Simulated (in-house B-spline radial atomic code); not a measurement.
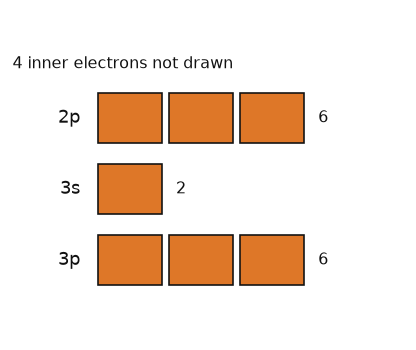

Figure 1. The outer shells of the closed core: a box for each of the 2l + 1 orbitals, shaded by the share of the shell that is filled, with the electron count at the right.

Many-body perturbation calculation, with input and output: Cr⁴⁺

Cr⁴⁺, core [Ne] 3s2 3p6. Computed at this level: configuration interaction of two valence electrons with many-body perturbation theory for the core (screened one- and two-electron correlation potentials), Breit and QED, no-pair Dirac, B-spline basis (in-house B-spline radial atomic code).

## Input file
```
basis_form = 3
Z = 24
core_configuration = [Ne] 3s2 3p6
rms_radius = 3.6452
mass_number = 52
speed_of_light = 137.035999084
box_radius = 15.0
lmax = 6
intervals = 64
virtual_cutoff = 1152.0
```

Hardware: 1 CPU thread, shared host.

The run was one of a batch that the task file lists, launched with:
```bash
python <driver script> task.json out
```

The program writes its results to a structured record and prints no log; tables and figures of this report are taken from that record.

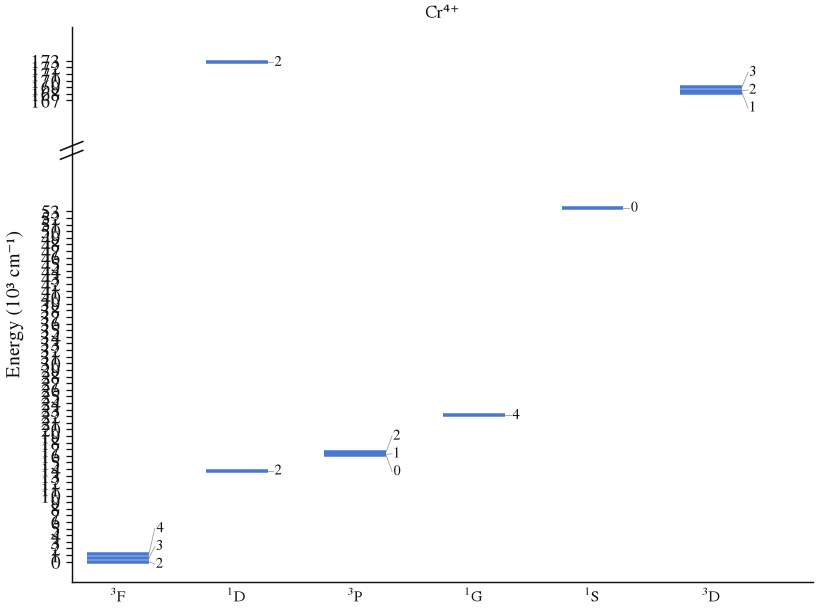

Figure 2. Levels of Cr V (Cr⁴⁺), two electrons outside the core [Ne] 3s² 3p⁶. CI+MBPT: configuration interaction in the frozen-core Dirac–Hartree–Fock potential with screened core-valence correlation, Breit and QED terms; computed with a B-spline radial code. The lowest level is 3d² ³F₂. The first excited level, 3d² ³F₃, lies at 500 cm⁻¹. The ground term spreads over 1,130 cm⁻¹ in the order J = 2, 3, 4, a normal multiplet. All levels drawn have even parity, so no electric dipole line joins them. The ionisation energy is 69.50 eV, against 65.98 eV from CI without core-valence correlation and a semi-empirical value of 69.46 eV.

```tsv
Level	E (cm⁻¹)
3d² ³F₂	0
3d² ³F₃	500
3d² ³F₄	1,127
3d² ¹D₂	13,730
3d² ³P₀	16,070
3d² ³P₁	16,250
3d² ³P₂	16,610
3d² ¹G₄	22,110
3d² ¹S₀	53,500
3d 4s ³D₁	168,200
3d 4s ³D₂	168,500
3d 4s ³D₃	169,100
3d 4s ¹D₂	172,800
```

## Key numbers

- outcome: converged
- wall time: 66 s

## Remarks

To bear in mind: levels with the lowest nd electron over a p6 core lie up to 1200 cm⁻¹ too low for each such electron near neutrality.
